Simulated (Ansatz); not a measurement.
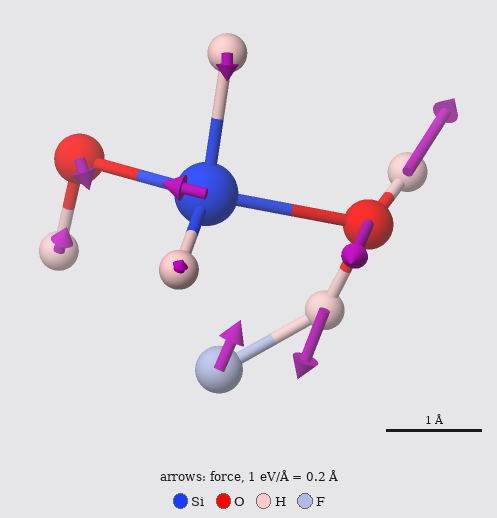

Starting geometry of SiH$_{5}$O$_{2}$F with the computed forces as purple arrows. The picture is a ball-and-stick view, seen at a tilt.

Computed with RKS revPBE-D4/STO-3G in Ansatz.

Input file:
```yaml
crystal:
  periodic: [false, false, false]
  atoms:
    - {symbol: Si, position_ang: [-0.367777, -0.514528, -0.084054]}
    - {symbol: O, position_ang: [0.599543, 0.107348, 1.308440]}
    - {symbol: H, position_ang: [0.269492, -1.745191, -0.581698]}
    - {symbol: H, position_ang: [-1.631250, -0.857840, 0.738252]}
    - {symbol: O, position_ang: [-1.259819, 0.504484, -1.235416]}
    - {symbol: H, position_ang: [1.236734, 0.455120, 0.500720]}
    - {symbol: F, position_ang: [1.364630, 0.346868, -0.764011]}
    - {symbol: H, position_ang: [0.248541, 0.758300, 1.864256]}
    - {symbol: H, position_ang: [-0.466586, 0.907300, -1.851178]}
basis:
  gaussian: {orbitals: STO-3G}
hamiltonian: {xc: {name: revPBE}, dispersion: d4}
saddle:
  f_tol: 0.02
  max_steps: 40
  mode_guess:
    - [0.2048, 0.0275, -0.2572]
    - [0.1191, 0.0407, 0.1078]
    - [-0.0046, -0.1360, -0.0358]
    - [0.2284, 0.0982, -0.0692]
    - [-0.0565, 0.0434, -0.0311]
    - [-0.0641, 0.1023, 0.6462]
    - [-0.3964, -0.2770, -0.2892]
    - [0.0301, 0.0524, 0.0329]
    - [-0.0608, 0.0486, -0.1043]
```

Command:
```bash
ansatz run in.yaml --threads 4 --pin off --events-out ev --progress --plain --max-ram 9574MiB
```

### What follows when this structure is relaxed?

It isn't relaxed: the largest force vector, on H8, is 6.34 eV/Å. The final displacements have little in common with the starting forces (cosine between the two patterns 0.23). The atom that moves furthest after the best rigid fit is H9 (0.49 Å). Largest moves by element: H 0.49 Å, O 0.24 Å, F 0.14 Å, Si 0.13 Å. Near-neighbour distances that change, for instance: O2–H6 1.086 → 1.322 Å, H6–F7 1.276 → 1.114 Å, O2–H8 0.925 → 1.036 Å, Si1–H4 1.546 → 1.467 Å. Among the angles between lasting bonds that change: Si1–O2–H8 120.2° → 103.0°, O2–Si1–O5 124.8° → 112.0°, H3–Si1–O5 118.5° → 126.9°. Over 17 geometry steps the energy falls by 1.046 eV. Largest force component: 5.4 eV/Å at the start, 0.015 eV/Å at the end. The run took 25 s on 4 threads of Arm Neoverse V2, on a shared host.

Limits of the set-up: STO-3G is a minimal basis, so the numbers are rough.
